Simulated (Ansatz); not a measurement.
# B3LYP/cc-pVTZ run of SiH4O (silanol)

What is the energy change on altering one bond length of SiH4O (silanol) at B3LYP/cc-pVTZ? 

The results are computed with Ansatz 0.2.0.

47 further runs of the same task are left out: 47 set aside as unsound or not needed.

### 1 Starting point

SiH4O: 6 atoms, total charge 0, spin state singlet. SMILES: `O[SiH3]`. The coordinates come from a PBE0-D4/def2-TZVP relaxation.

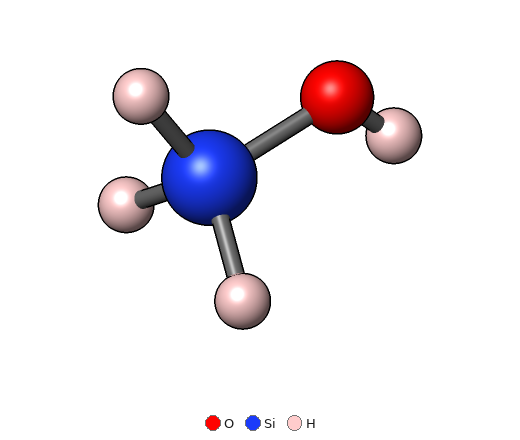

The structure, seen from a chosen angle (oxygen red, silicon blue, hydrogen pink).

### 2 The energy at B3LYP/cc-pVTZ

molecule.yaml

```yaml
crystal:
  periodic: [false, false, false]
  atoms:
    - symbol: O
      position_ang: [0.636700, -1.030300, 0.419000]
    - symbol: Si
      position_ang: [-0.035700, 0.346500, -0.187000]
    - symbol: H
      position_ang: [0.069100, -1.629200, 0.904700]
    - symbol: H
      position_ang: [-1.128300, 0.045700, -1.152800]
    - symbol: H
      position_ang: [1.060500, 1.064900, -0.875600]
    - symbol: H
      position_ang: [-0.602300, 1.202400, 0.891700]
basis:
  gaussian:
    orbitals: cc-pVTZ
hamiltonian:
  xc: {name: B3LYP}
accuracy: high
output: {orbitals: {seedname: orbitals}}
```

Run with:

```bash
ansatz run molecule.yaml --threads 1 --pin off --max-ram 3480MiB --events-out events.jsonl --progress --plain --runs-dir runs
```

Log:

```text
Warning: RAYON_NUM_THREADS=1 ignored (pool sized by the plan → 1); use --threads N
Functional definition: B3LYP
  name "B3LYP"
  parameter a0 = 0.2
  parameter ax = 0.72
  parameter ac = 0.81
  exchange = (1 - a0 - ax)*slater_x + ax*b88_x + a0*exact_x
  correlation = (1 - ac)*vwn_rpa_c + ac*lyp_c
2072 factors; integrals over basis functions are off by at most 3.5e-9 eV
mean field evaluation 1: about -9988.0187 eV, gradient 5.4e1 eV
mean field evaluation 2: about -9976.7399 eV, gradient 9.5e1 eV
mean field evaluation 4: about -9992.5855 eV, gradient 1.3e0 eV
mean field evaluation 8: about -9992.5900 eV, gradient 5.8e-3 eV
mean field evaluation 16: about -9992.5900 eV, gradient 1.7e-7 eV
mean field -9992.59001364 eV, -367.2209097803 hartree, gradient 3.0e-8 eV, S^2 0.000000; 0 other end points of the search recorded, 0 dependent functions left out
reference -9992.59005051 eV, -367.2209111355 hartree; 13, 13 occupied and 107, 107 virtual orbitals, 2072 factors
Total energy: -9992.59005051 eV, -367.2209111355 hartree
```

Wall time 7.2 s (1 thread of Arm Neoverse V1, shared host); peak memory 0.33 GiB.

### 3 The distorted shape at the same level

in.yaml

```yaml
crystal:
  periodic: [false, false, false]
  atoms:
    - {symbol: O, position_ang: [1.317795, -0.311646, -0.163819]}
    - {symbol: Si, position_ang: [0.645395, 1.065154, -0.769819]}
    - {symbol: H, position_ang: [0.069100, -1.629200, 0.904700]}
    - {symbol: H, position_ang: [-0.447205, 0.764354, -1.735619]}
    - {symbol: H, position_ang: [1.741595, 1.783554, -1.458419]}
    - {symbol: H, position_ang: [0.078795, 1.921054, 0.308881]}
basis:
  gaussian: {orbitals: cc-pVTZ}
output: {orbitals: {seedname: orbitals}}
accuracy: high
hamiltonian: {xc: {name: B3LYP}}
```

Run with:

```bash
ansatz run in.yaml --threads 1 --pin off --max-ram 3480MiB --events-out events.jsonl --progress --plain --runs-dir runs
```

Log, cut to the lines that bear on the results:

```text
Warning: RAYON_NUM_THREADS=1 ignored (pool sized by the plan → 1); use --threads N
[... 7 set-up lines as earlier in the session ...]
2044 factors; integrals over basis functions are off by at most 3.1e-9 eV
mean field evaluation 1: about -9976.5388 eV, gradient 6.6e1 eV
mean field evaluation 2: about -9903.0159 eV, gradient 1.6e2 eV
mean field evaluation 4: about -9986.3106 eV, gradient 1.9e1 eV
mean field evaluation 8: about -9987.2086 eV, gradient 9.1e-1 eV
mean field evaluation 16: about -9987.2077 eV, gradient 7.5e-5 eV
mean field -9987.20769712 eV, -367.0231132965 hartree, gradient 3.6e-8 eV, S^2 0.000000; 0 other end points of the search recorded, 0 dependent functions left out
reference -9987.20773765 eV, -367.0231147860 hartree; 13, 13 occupied and 107, 107 virtual orbitals, 2044 factors
Total energy: -9987.20773765 eV, -367.0231147860 hartree
```

It took 7.8 s on 1 thread of Arm Neoverse V1, shared host; peak memory 0.32 GiB.

### 4 What came out

At B3LYP/cc-pVTZ:

| quantity | value |
| --- | --- |
| first shape: total energy | -367.22091 Eh |
| first shape: HOMO energy | -8.46 eV |
| first shape: LUMO energy | -0.05 eV |
| first shape: HOMO–LUMO gap | 8.41 eV |
| distorted shape: total energy | -367.02311 Eh |
| distorted shape: HOMO energy | -8.13 eV |
| distorted shape: LUMO energy | -5.61 eV |
| distorted shape: HOMO–LUMO gap | 2.52 eV |
| energy change with the O1–H3 bond stretched from 0.957 to 2.106 Å | 5.382 eV |

**Reading.** One bond (distorted shape) is far stretched, which a spin-restricted single reference describes badly; a broken-symmetry solution may lie lower. With the O1–H3 bond stretched from 0.957 to 2.106 Å the energy rises by 5.38 eV (124 kcal/mol). The first shape isn't relaxed at this level, so the change isn't measured from a minimum. A restricted reference can't describe the breaking bond well at this length.
